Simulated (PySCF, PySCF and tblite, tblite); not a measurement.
# C₁₀H₁₁O+: conformers and averaged spectra, part 2 of 2

PySCF and tblite. Atoms count from 0.

## 4. Shieldings, conformer 1: PBE0/6-31G*

Job settings and geometry (Å):

```
{"job": {"xc": "PBE0", "basis": "6-31G*", "kind": "nmr", "pop": true}, "charge": 1, "multiplicity": 1}
C     -0.675767    -2.021553     1.000671
C     -0.509303    -0.895710     0.287172
C      0.778945    -0.220611     0.273679
C      1.007853     1.003958    -0.368468
C      2.270705     1.560654    -0.334799
C      3.298744     0.887579     0.342097
C      2.987770    -0.301008     0.946977
O      1.780609    -0.819415     0.905918
C     -1.595910    -0.283070    -0.525989
C     -2.342037     0.915714     0.002808
C     -3.031754    -0.405966    -0.112541
H     -1.618545    -2.539848     0.998022
H      0.111377    -2.450316     1.597494
H      0.191465     1.496539    -0.870374
H      2.467289     2.503508    -0.822401
H      4.298445     1.285728     0.390798
H      3.695629    -0.905554     1.499966
H     -1.389010    -0.296102    -1.590328
H     -2.605272     1.701910    -0.687381
H     -2.096072     1.268561     0.993044
H     -3.769301    -0.537175    -0.887724
H     -3.266270    -0.928439     0.800702
```

Log:

```text
coarse grid: 18768 points
cycle   1  E = -462.0759137834  dE =  2.350e+00  |g| = 5.209e-01  |ddm| = 4.638e+00
cycle   2  E = -462.0261483227  dE =  4.977e-02  |g| = 6.934e-01  |ddm| = 1.165e+00
cycle   3  E = -462.1428748867  dE = -1.167e-01  |g| = 1.041e-01  |ddm| = 6.872e-01
cycle   4  E = -462.1448784229  dE = -2.004e-03  |g| = 6.235e-02  |ddm| = 1.588e-01
cycle   5  E = -462.1458463465  dE = -9.679e-04  |g| = 1.059e-02  |ddm| = 6.179e-02
cycle   6  E = -462.1458679159  dE = -2.157e-05  |g| = 4.642e-03  |ddm| = 1.287e-02
cycle   7  E = -462.1458732985  dE = -5.383e-06  |g| = 9.308e-04  |ddm| = 4.933e-03
final grid: 182384 points
cycle   8  E = -462.0472963432  dE = -4.771e-05  |g| = 1.086e-02  |ddm| = 4.130e-02
cycle   9  E = -462.0472752681  dE =  2.108e-05  |g| = 1.512e-02  |ddm| = 2.192e-02
cycle  10  E = -462.0473232567  dE = -4.799e-05  |g| = 2.700e-03  |ddm| = 1.312e-02
cycle  11  E = -462.0473249470  dE = -1.690e-06  |g| = 4.047e-04  |ddm| = 2.753e-03
cycle  12  E = -462.0473249860  dE = -3.900e-08  |g| = 1.587e-04  |ddm| = 5.517e-04
cycle  13  E = -462.0473249927  dE = -6.708e-09  |g| = 3.929e-05  |ddm| = 1.786e-04
cycle  14  E = -462.0473249931  dE = -3.452e-10  |g| = 1.227e-05  |ddm| = 4.904e-05
converged SCF energy = -462.0473249931

GIAO shielding tensors (ppm)
atom      isotropic    diamagn.    paramagn.     s11        s22        s33       span
  0 C       53.918     261.629    -207.711    -51.298     36.198    176.854    228.152
  1 C       60.361     251.195    -190.834    -35.766     61.752    155.097    190.862
  2 C       27.560     257.209    -229.649    -60.522     17.721    125.481    186.003
  3 C       75.471     265.617    -190.146    -19.113     58.767    186.758    205.871
  4 C       44.451     258.131    -213.680    -64.388      3.783    193.958    258.346
  5 C       76.661     259.356    -182.696    -22.030     62.690    189.321    211.351
  6 C       40.067     252.247    -212.180    -55.269     41.260    134.209    189.478
  7 O       50.091     399.452    -349.360   -139.271    -78.151    367.695    506.966
  8 C      181.058     251.388     -70.330    155.418    169.739    218.016     62.598
  9 C      186.422     254.587     -68.165    157.950    186.307    215.009     57.059
 10 C      188.383     258.099     -69.717    159.528    189.911    215.710     56.183
 11 H       25.235      31.173      -5.939     21.374     23.338     30.992      9.618
 12 H       24.672      32.290      -7.618     21.776     23.068     29.172      7.396
 13 H       23.694      35.177     -11.483     18.585     21.177     31.321     12.737
 14 H       23.408      27.835      -4.427     20.968     22.095     27.160      6.192
 15 H       24.380      24.292       0.088     22.013     24.286     26.842      4.829
 16 H       23.270      25.793      -2.523     19.157     24.541     26.112      6.956
 17 H       30.588      32.396      -1.808     24.712     27.944     39.108     14.396
 18 H       31.001      31.243      -0.242     25.659     26.736     40.608     14.949
 19 H       31.759      32.464      -0.705     27.504     28.585     39.188     11.684
 20 H       30.790      30.163       0.626     24.912     26.743     40.713     15.801
 21 H       31.046      32.057      -1.011     25.478     28.215     39.446     13.968
```

Wall time 58 s (1 thread of Intel Xeon Platinum 8375C at 2.90GHz, shared host); peak memory 0.86 GiB.

This run: HOMO -11.29 eV, LUMO -7.21 eV.

Orbitals, density, ELF and potential are computed afterwards from the orbital file.

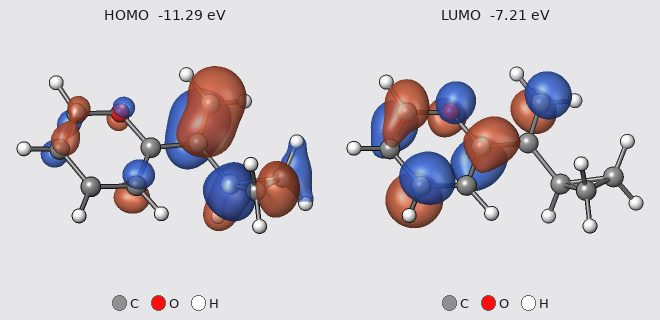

PBE0/6-31G* orbitals near the gap, drawn at the value that encloses 70 % of each; the two colours are the two signs.

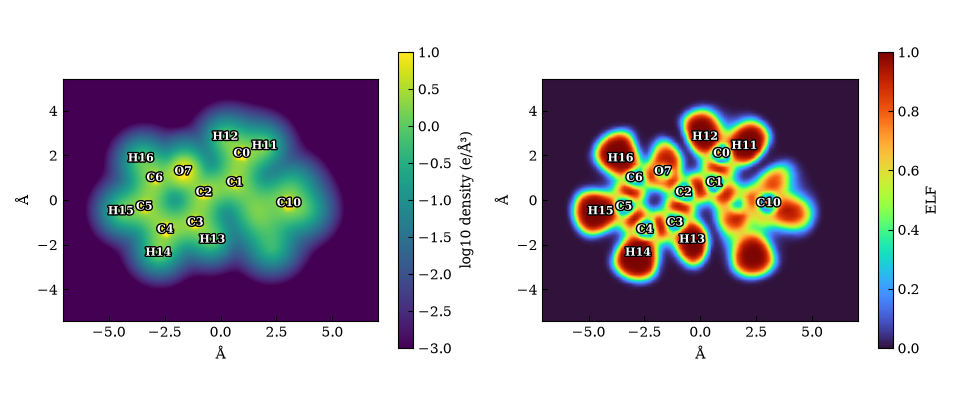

Density (left) and ELF (right) in a plane through or near 15 of the atoms.

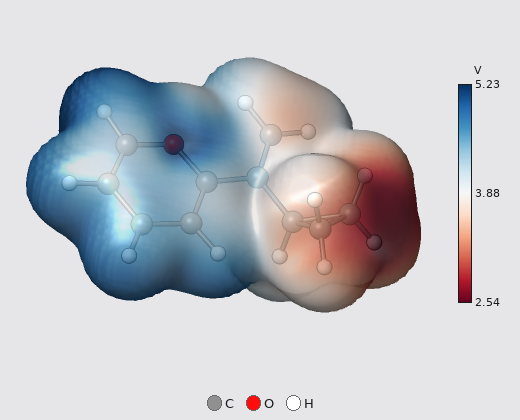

The potential that a unit positive charge feels on the 0.002 e/bohr³ surface, from the 1st to the 99th percentile, from 2.54 to 5.23 V.

## 5. Shieldings, conformer 2: PBE0/6-31G*

Job settings and geometry (Å):

```
{"job": {"xc": "PBE0", "basis": "6-31G*", "kind": "nmr", "pop": false}, "charge": 1, "multiplicity": 1}
C      0.756903    -1.630478    -1.548152
C      0.613802    -0.670976    -0.620275
C     -0.681310    -0.365928    -0.028491
C     -1.857646    -1.110445    -0.183606
C     -3.011982    -0.692452     0.447743
C     -2.982068     0.466316     1.238059
C     -1.788918     1.129435     1.343741
O     -0.699955     0.720004     0.733369
C      1.733551     0.177936    -0.135045
C      2.010901     1.493958    -0.822319
C      2.992598     0.372441    -0.924292
H      1.726849    -1.847881    -1.959932
H     -0.060261    -2.211723    -1.936241
H     -1.854720    -2.004247    -0.784203
H     -3.928489    -1.252280     0.338470
H     -3.860063     0.824666     1.748696
H     -1.640454     2.029563     1.926617
H      1.826725     0.180390     0.945021
H      2.248758     2.347735    -0.208184
H      1.430461     1.735368    -1.699926
H      3.916766     0.445114    -0.373730
H      3.098142    -0.117132    -1.878463
```

Log:

```text
coarse grid: 18768 points
cycle   1  E = -462.0732438250  dE =  2.357e+00  |g| = 5.232e-01  |ddm| = 4.627e+00
cycle   2  E = -462.0204377345  dE =  5.281e-02  |g| = 7.016e-01  |ddm| = 1.169e+00
cycle   3  E = -462.1394100614  dE = -1.190e-01  |g| = 1.176e-01  |ddm| = 7.055e-01
cycle   4  E = -462.1421093351  dE = -2.699e-03  |g| = 6.984e-02  |ddm| = 1.791e-01
cycle   5  E = -462.1432666068  dE = -1.157e-03  |g| = 1.200e-02  |ddm| = 6.379e-02
cycle   6  E = -462.1432916004  dE = -2.499e-05  |g| = 5.113e-03  |ddm| = 1.316e-02
cycle   7  E = -462.1432972527  dE = -5.652e-06  |g| = 1.150e-03  |ddm| = 4.978e-03
final grid: 182384 points
cycle   8  E = -462.0446332133  dE = -3.974e-05  |g| = 1.167e-02  |ddm| = 3.389e-02
cycle   9  E = -462.0445998709  dE =  3.334e-05  |g| = 1.739e-02  |ddm| = 2.445e-02
cycle  10  E = -462.0446636341  dE = -6.376e-05  |g| = 2.915e-03  |ddm| = 1.532e-02
cycle  11  E = -462.0446656920  dE = -2.058e-06  |g| = 4.978e-04  |ddm| = 3.125e-03
cycle  12  E = -462.0446657493  dE = -5.728e-08  |g| = 1.813e-04  |ddm| = 6.085e-04
cycle  13  E = -462.0446657572  dE = -7.923e-09  |g| = 5.666e-05  |ddm| = 2.024e-04
cycle  14  E = -462.0446657580  dE = -7.644e-10  |g| = 1.825e-05  |ddm| = 7.179e-05
converged SCF energy = -462.0446657580

GIAO shielding tensors (ppm)
atom      isotropic    diamagn.    paramagn.     s11        s22        s33       span
  0 C       58.904     262.562    -203.658    -45.910     45.254    177.368    223.278
  1 C       57.612     252.032    -194.420    -32.012     48.805    156.041    188.053
  2 C       25.999     254.921    -228.922    -62.976     15.537    125.435    188.411
  3 C       77.325     264.439    -187.114    -18.441     62.958    187.458    205.899
  4 C       47.139     256.545    -209.406    -60.220      7.192    194.444    254.664
  5 C       76.252     260.342    -184.090    -22.502     61.580    189.677    212.179
  6 C       40.675     254.743    -214.068    -55.413     43.513    133.924    189.338
  7 O       39.990     403.849    -363.859   -168.816    -76.017    364.802    533.618
  8 C      180.231     250.155     -69.924    154.177    169.560    216.957     62.779
  9 C      184.075     254.023     -69.948    154.246    185.500    212.480     58.234
 10 C      190.063     257.763     -67.700    163.487    190.838    215.865     52.378
 11 H       25.323      31.493      -6.169     21.851     22.899     31.220      9.369
 12 H       25.178      33.133      -7.955     22.508     23.939     29.086      6.578
 13 H       23.894      31.984      -8.089     19.604     23.066     29.014      9.410
 14 H       23.513      25.477      -1.964     20.966     22.766     26.808      5.841
 15 H       24.351      25.185      -0.834     21.940     24.313     26.801      4.860
 16 H       23.210      28.615      -5.405     18.962     23.965     26.704      7.743
 17 H       30.537      32.576      -2.039     24.150     28.792     38.667     14.517
 18 H       30.882      31.221      -0.339     25.662     26.559     40.424     14.762
 19 H       31.774      32.060      -0.286     27.462     28.672     39.187     11.725
 20 H       30.889      30.057       0.831     24.864     26.868     40.934     16.070
 21 H       31.054      31.868      -0.813     25.294     28.352     39.518     14.224
```

It took 43 s on 1 thread of Intel Xeon Platinum 8375C at 2.90GHz, shared host; peak memory 0.99 GiB.

This run: HOMO -11.14 eV, LUMO -7.14 eV.

## 6. Shieldings, conformer 3: PBE0/6-31G*

Job settings and geometry (Å):

```
{"job": {"xc": "PBE0", "basis": "6-31G*", "kind": "nmr", "pop": false}, "charge": 1, "multiplicity": 1}
C     -0.822670     1.600773     1.053650
C     -0.562870     0.503430     0.318308
C      0.812726     0.067221     0.126639
C      1.938988     0.894713     0.228313
C      3.193824     0.362474     0.013378
C      3.316405    -0.999411    -0.303772
C      2.166369    -1.735322    -0.390633
O      0.976546    -1.211625    -0.186329
C     -1.617291    -0.338008    -0.285246
C     -2.915246     0.286532    -0.742969
C     -2.911268    -0.587737     0.457986
H     -1.834216     1.921246     1.229255
H     -0.056909     2.177449     1.539252
H      1.814829     1.941305     0.450581
H      4.072445     0.985989     0.080293
H      4.277033    -1.453478    -0.480005
H      2.133305    -2.790277    -0.630915
H     -1.245473    -1.155522    -0.887495
H     -3.346597    -0.090728    -1.656599
H     -3.035619     1.350896    -0.617424
H     -3.342400    -1.573545     0.384268
H     -3.022322    -0.136990     1.431690
```

Log:

```text
coarse grid: 18768 points
cycle   1  E = -462.0709206443  dE =  2.362e+00  |g| = 5.219e-01  |ddm| = 4.624e+00
cycle   2  E = -462.0034624449  dE =  6.746e-02  |g| = 7.311e-01  |ddm| = 1.228e+00
cycle   3  E = -462.1359743811  dE = -1.325e-01  |g| = 1.371e-01  |ddm| = 8.048e-01
cycle   4  E = -462.1400033935  dE = -4.029e-03  |g| = 7.081e-02  |ddm| = 1.988e-01
cycle   5  E = -462.1411592378  dE = -1.156e-03  |g| = 1.161e-02  |ddm| = 6.344e-02
cycle   6  E = -462.1411838541  dE = -2.462e-05  |g| = 5.220e-03  |ddm| = 1.401e-02
cycle   7  E = -462.1411902034  dE = -6.349e-06  |g| = 1.303e-03  |ddm| = 5.488e-03
final grid: 182384 points
cycle   8  E = -462.0431064144  dE = -4.877e-05  |g| = 1.166e-02  |ddm| = 3.838e-02
cycle   9  E = -462.0430707263  dE =  3.569e-05  |g| = 1.764e-02  |ddm| = 2.421e-02
cycle  10  E = -462.0431368495  dE = -6.612e-05  |g| = 2.961e-03  |ddm| = 1.553e-02
cycle  11  E = -462.0431389985  dE = -2.149e-06  |g| = 5.275e-04  |ddm| = 3.207e-03
cycle  12  E = -462.0431390630  dE = -6.450e-08  |g| = 2.002e-04  |ddm| = 6.694e-04
cycle  13  E = -462.0431390727  dE = -9.723e-09  |g| = 5.795e-05  |ddm| = 2.244e-04
cycle  14  E = -462.0431390735  dE = -7.972e-10  |g| = 2.051e-05  |ddm| = 8.021e-05
converged SCF energy = -462.0431390735

GIAO shielding tensors (ppm)
atom      isotropic    diamagn.    paramagn.     s11        s22        s33       span
  0 C       64.667     263.448    -198.782    -36.634     48.089    182.546    219.180
  1 C       53.164     251.272    -198.107    -36.703     42.054    154.142    190.845
  2 C       24.818     256.439    -231.622    -65.799     12.809    127.443    193.242
  3 C       76.385     264.444    -188.059    -19.653     63.879    184.929    204.582
  4 C       46.992     256.549    -209.557    -60.551      7.278    194.248    254.799
  5 C       76.316     259.979    -183.662    -22.522     61.804    189.667    212.188
  6 C       41.236     253.693    -212.457    -54.549     44.208    134.048    188.597
  7 O       44.495     402.940    -358.445   -159.472    -73.328    366.285    525.758
  8 C      183.384     248.756     -65.372    149.733    176.196    224.224     74.491
  9 C      178.710     256.017     -77.307    147.521    183.865    204.744     57.224
 10 C      176.545     255.685     -79.140    142.369    183.819    203.448     61.080
 11 H       26.023      32.656      -6.633     22.179     23.798     32.091      9.912
 12 H       25.598      33.586      -7.988     22.527     24.887     29.380      6.853
 13 H       23.996      32.538      -8.542     19.947     22.797     29.243      9.297
 14 H       23.547      25.621      -2.074     21.104     22.699     26.839      5.735
 15 H       24.372      24.499      -0.126     22.051     24.304     26.762      4.711
 16 H       23.287      27.693      -4.406     19.185     24.194     26.482      7.297
 17 H       30.412      33.639      -3.227     21.724     30.539     38.974     17.250
 18 H       30.584      30.252       0.332     24.796     26.626     40.329     15.533
 19 H       31.142      31.920      -0.778     25.862     28.919     38.644     12.782
 20 H       30.482      30.266       0.217     24.815     26.418     40.215     15.400
 21 H       31.204      31.747      -0.543     26.070     29.108     38.432     12.362
```

Wall time 41 s (1 thread of Intel Xeon Platinum 8375C at 2.90GHz, shared host); peak memory 0.87 GiB.

This run: HOMO -10.83 eV, LUMO -7.14 eV.

## 7. Averages: properties at PBE0/6-31G*

Job settings and geometry (Å):

```
{"job": {"study": "conf", "smiles": "C=C(c1cccc[o+]1)C1CC1", "search": {"seed": 1926, "n_embed": 90, "ff_keep": 18, "window": 3.0, "nmax": 10, "temps": [220, 260, 298.15, 340, 380], "t_ref": 298.15, "order": 0.002}, "level": {"nmr": {"xc": "PBE0", "basis": "6-31G*"}}, "kind": "conf"}, "charge": 1, "multiplicity": 1}
C     -0.675767    -2.021553     1.000671
C     -0.509303    -0.895710     0.287172
C      0.778945    -0.220611     0.273679
C      1.007853     1.003958    -0.368468
C      2.270705     1.560654    -0.334799
C      3.298744     0.887579     0.342097
C      2.987770    -0.301008     0.946977
O      1.780609    -0.819415     0.905918
C     -1.595910    -0.283070    -0.525989
C     -2.342037     0.915714     0.002808
C     -3.031754    -0.405966    -0.112541
H     -1.618545    -2.539848     0.998022
H      0.111377    -2.450316     1.597494
H      0.191465     1.496539    -0.870374
H      2.467289     2.503508    -0.822401
H      4.298445     1.285728     0.390798
H      3.695629    -0.905554     1.499966
H     -1.389010    -0.296102    -1.590328
H     -2.605272     1.701910    -0.687381
H     -2.096072     1.268561     0.993044
H     -3.769301    -0.537175    -0.887724
H     -3.266270    -0.928439     0.800702
```

Log:

```text
conformer  sym    E(xTB)   E(DFT)   G(298.15 K)  weight  dipole/D
    1     C1      0.090    0.000    0.000   0.8909    4.690
    2     C1      0.849    1.801    1.267   0.1050    5.028
    3     C1      0.000    2.875    3.195   0.0041    5.076

mean shielding (ppm) by class
class atoms           220 K      260 K   298.15 K      340 K      380 K
  0 C  0             54.122     54.292     54.485     54.713     54.934
  1 C  1             60.248     60.152     60.043     59.913     59.787
  2 C  2             27.497     27.444     27.385     27.315     27.249
  3 C  3             75.544     75.603     75.669     75.744     75.815
  4 C  4             44.559     44.646     44.744     44.856     44.963
  5 C  5             76.644     76.631     76.616     76.599     76.583
  6 C  6             40.092     40.112     40.135     40.163     40.189
  7 O  7              49.69     49.366     49.008     48.596     48.208
  8 C  8            181.027    181.004    180.981    180.955    180.934
  9 C  9,10         187.382    187.359    187.328    187.285    187.237
 10 H  11            25.239     25.243     25.247     25.253     25.259
 11 H  12            24.693      24.71     24.729     24.752     24.773
 12 H  13            23.703     23.709     23.717     23.725     23.734
 13 H  14            23.412     23.416      23.42     23.424     23.429
 14 H  15            24.379     24.378     24.377     24.376     24.375
 15 H  16            23.268     23.266     23.264     23.262     23.259
 16 H  17            30.586     30.584     30.582     30.579     30.577
 17 H  18,20         30.895     30.894     30.893     30.891     30.889
 18 H  19,21         31.403     31.403     31.403     31.403     31.402
```

Wall time 2.6 min (1 thread of Intel Xeon Platinum 8375C at 2.90GHz, shared host). This counts the runs that the step sums up.

The search (ETKDG, MMFF94s, GFN2-xTB) embedded 90 structures, kept 3 distinct ones after the force field and 3 after xTB; 3 were carried on (window 3.0 kcal/mol at the search's own energies). Energies: PBE0/6-31G* with D3(BJ).

The conformers at 298 K:

```csv
no.,group,mirror pair,ΔE xTB,ΔE DFT,ΔG,weight (%),C8–C1–C2–O7 (°),C0–C1–C8–C9 (°),"A, B, C (GHz)"
1,C1,yes,0.09,0.00,0.00,89.1,-175,102,"2.58, 0.74, 0.60"
2,C1,yes,0.85,1.80,1.27,10.5,8,92,"2.56, 0.76, 0.61"
3,C1,yes,0.00,2.88,3.19,0.4,-20,32,"2.81, 0.69, 0.58"
```

Energies in kcal/mol. ΔG holds xTB vibrations and rotation, symmetry numbers and mirror pairs.

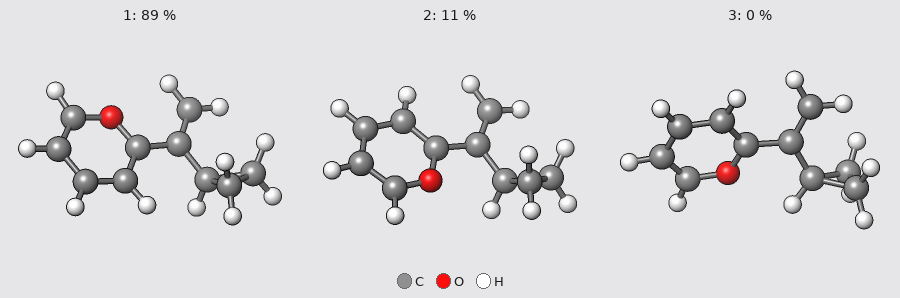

Conformers, most populated first.

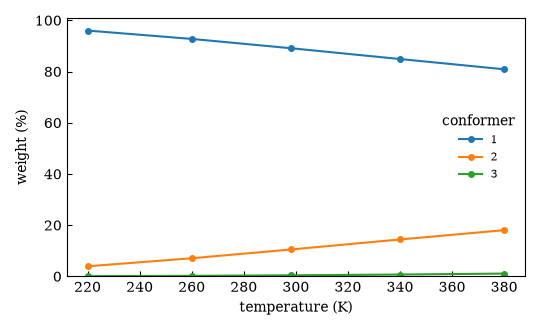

Weights against temperature.

How the weights hang on the way they are made:

```csv
scheme,1,2,3
DFT free energy,89,10,0
"DFT energy, symmetry counted",95,5,1
DFT energy alone,95,5,1
"xTB energy, symmetry counted",41,11,48
xTB free energy,42,29,29
lowest conformer only,100,0,0
equal weights,33,33,33
conformers found from three starts alone,0,0,100
```

Shifts against references run at the same level (¹H TMS 32.41, ¹³C TMS 196.4, ¹⁷O H2O 326.0 ppm of shielding), by class of atoms, at 298 K:

```csv
atoms,environment,no. 1,no. 2,no. 3,average
C2,substituted aromatic carbon next to the ring oxygen,168.8,170.4,171.6,169.0
C6,aromatic CH next to the ring oxygen,156.3,155.7,155.2,156.3
C4,aromatic CH,151.9,149.2,149.4,151.6
C0,terminal =CH2 carbon,142.5,137.5,131.7,141.9
C1,fully substituted alkene carbon,136.0,138.8,143.2,136.3
C3,aromatic CH,120.9,119.1,120.0,120.7
C5,aromatic CH,119.7,120.1,120.1,119.8
C8,three-membered-ring carbon,15.3,16.2,13.0,15.4
"C9, C10",three-membered-ring carbon,9.0,9.3,18.8,9.1
H16,hydrogen on an aromatic CH next to the ring oxygen,9.14,9.20,9.12,9.15
H14,hydrogen on an aromatic CH,9.00,8.90,8.86,8.99
H13,hydrogen on an aromatic CH,8.72,8.52,8.42,8.70
H15,hydrogen on an aromatic CH,8.03,8.06,8.04,8.04
H12,hydrogen on a terminal =CH2 carbon,7.74,7.23,6.81,7.68
H11,hydrogen on a terminal =CH2 carbon,7.18,7.09,6.39,7.16
H17,hydrogen on a three-membered-ring carbon,1.82,1.88,2.00,1.83
"H18, H20",hydrogen on a three-membered-ring carbon,1.52,1.53,1.88,1.52
"H19, H21",hydrogen on a three-membered-ring carbon,1.01,1.00,1.24,1.01
O7,aromatic ring oxygen,275.9,286.0,281.5,276.9
```

Effective distances for nuclear Overhauser effects, ⟨r⁻⁶⟩^(−1/6) over all pairs of two classes (Å): H11···H12 1.83; H18···H19 2.01; H13···H14 2.49; H17···H18 2.50; H14···H15 2.51; H15···H16 2.53; H13···H17 2.54; H11···H19 2.56.

## 8. Outcome

The summary covers parts 1 to 2.

| quantity | value |
| --- | --- |
| conformers | 3; the first in weight is no. 1 (C1), 89 % at 298 K |
| averaged ¹³C shifts (PBE0/6-31G*) | 169.0, 156.3, 151.6, 141.9, 136.3, 120.7, 119.8, 15.4, 9.1 ppm |
| averaged ¹H shifts (PBE0/6-31G*) | 9.15, 8.99, 8.70, 8.04, 7.68, 7.16, 1.83, 1.52, 1.01 ppm |

**Reading.** Conformer 1 leads with 89 % at 298 K, and its share goes from 96 % at 220 K to 81 % at 380 K. xTB puts no. 3 lowest, DFT no. 1. Among conformers over 5 %, H12 differs by 0.51 ppm, while the average moves by 0.08 ppm from 220 to 380 K.
